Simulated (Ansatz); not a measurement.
# CH5Ge (SMILES [CH3][GeH2]) at UPBE/def2-TZVP

What is the electronic atomisation energy of CH5Ge at UPBE/def2-TZVP? 

The calculation is run with Ansatz 0.2.0.

36 further runs of the same task are left out: 36 set aside as unsound or not needed.

## Step 1: The structure to begin with

The species is CH5Ge (7 atoms), meant as a doublet with charge 0. SMILES: `[CH3][GeH2]`. The shape is that of a PBE0-D4/def2-TZVP optimisation.

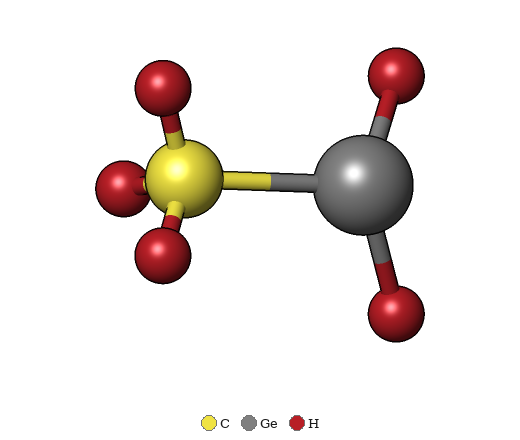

The structure, seen from a chosen angle (carbon yellow, germanium grey, hydrogen red).

## Step 2: A single-point energy at UPBE/def2-TZVP

run.yaml

```yaml
basis:
  gaussian: {orbitals: def2-TZVP}
crystal:
  periodic: [false, false, false]
  atoms:
    - {symbol: C, position_ang: [-0.247600, -0.809300, -0.206400]}
    - {symbol: Ge, position_ang: [0.396000, 0.824800, 0.663000]}
    - {symbol: H, position_ang: [-1.153200, -1.166400, 0.283800]}
    - {symbol: H, position_ang: [0.513100, -1.588100, -0.157000]}
    - {symbol: H, position_ang: [-0.473200, -0.603400, -1.255600]}
    - {symbol: H, position_ang: [-0.673100, 1.940800, 0.621200]}
    - {symbol: H, position_ang: [1.699200, 1.333700, 0.005300]}
magnetization: {spin_polarized: true, initial_magnetization: 1}
hamiltonian: {xc: {name: PBE}}
accuracy: high
output: {orbitals: {seedname: orbitals}}
```

On the command line:

```console
$ ansatz run run.yaml --threads 1 --pin off --max-ram 3480MiB --events-out events.jsonl --progress --plain --runs-dir runs
```

Log:

```text
Warning: RAYON_NUM_THREADS=1 ignored (pool sized by the plan → 1); use --threads N
Functional definition: PBE
  name "PBE"
  parameter kappa = 0.804
  parameter beta = 0.06672455060314922
  exchange = pbe_x(kappa = kappa, mu = beta*pi^2/3)
  correlation = pbe_c(beta = beta)
1947 factors; integrals over basis functions are off by at most 4.7e-9 eV
mean field evaluation 1: about -57616.5426 eV, gradient 4.6e1 eV
mean field evaluation 2: about -57597.5732 eV, gradient 6.8e1 eV
mean field evaluation 4: about -57625.5744 eV, gradient 2.4e0 eV
mean field evaluation 8: about -57625.6091 eV, gradient 3.7e-2 eV
mean field evaluation 16: about -57625.6091 eV, gradient 1.8e-5 eV
mean field -57625.60911967 eV, -2117.7020751071 hartree, gradient 6.3e-8 eV, S^2 0.751605; 0 other end points of the search recorded, 0 dependent functions left out
reference -57625.60912311 eV, -2117.7020752334 hartree; 22, 21 occupied and 87, 88 virtual orbitals, 1947 factors
Total energy: -57625.60912311 eV, -2117.7020752334 hartree
```

Wall time 10 s (1 thread of Arm Neoverse V2, shared host); peak memory 0.3 GiB.

## Step 3: The C atom at the same level

run.yaml

```yaml
crystal:
  periodic: [false, false, false]
  atoms:
    - {symbol: C, position_ang: [0.000000, 0.000000, 0.000000]}
basis:
  gaussian:
    orbitals: def2-TZVP
total_charge: 0
magnetization:
  spin_polarized: true
  initial_magnetization: 2
hamiltonian:
  xc: pbe
accuracy: high
```

Run the same way, it converges to -37.79597 Eh (log not shown).

## Step 4: The Ge atom

job.yaml

```yaml
basis:
  gaussian:
    orbitals: def2-TZVP
crystal:
  periodic: [false, false, false]
  atoms:
    - {symbol: Ge, position_ang: [0.000000, 0.000000, 0.000000]}
accuracy: high
magnetization:
  spin_polarized: true
  initial_magnetization: 2
hamiltonian:
  xc: {name: PBE}
```

Run the same way, it converges to -2076.60177 Eh (log not shown).

## Step 5: The H atom, same level

job.yaml

```yaml
basis:
  gaussian: {orbitals: def2-TZVP}
crystal:
  periodic: [false, false, false]
  atoms:
    - {symbol: H, position_ang: [0.000000, 0.000000, 0.000000]}
magnetization: {spin_polarized: true, initial_magnetization: 1}
hamiltonian: {xc: {name: PBE}}
accuracy: high
```

Run the same way, it converges to -0.49962 Eh (log not shown).

## Step 6: What came out

Level: UPBE/def2-TZVP.

| quantity | value |
| --- | --- |
| molecule: total energy | -2117.70208 Eh |
| molecule: HOMO energy (highest over α and β) | -4.77 eV |
| molecule: LUMO energy (lowest over α and β) | -3.33 eV |
| molecule: ⟨S²⟩ | 0.752 |
| C atom: total energy | -37.79597 Eh |
| C atom: ⟨S²⟩ | 2.003 |
| Ge atom: total energy | -2076.60177 Eh |
| Ge atom: ⟨S²⟩ | 2.002 |
| H atom: total energy | -0.49962 Eh |
| H atom: ⟨S²⟩ | 0.750 |
| electronic atomisation energy | 21.939 eV |

What this shows: Taking the molecule apart into free atoms costs 21.94 eV (506 kcal/mol), before zero-point energy and without spin-orbit coupling.
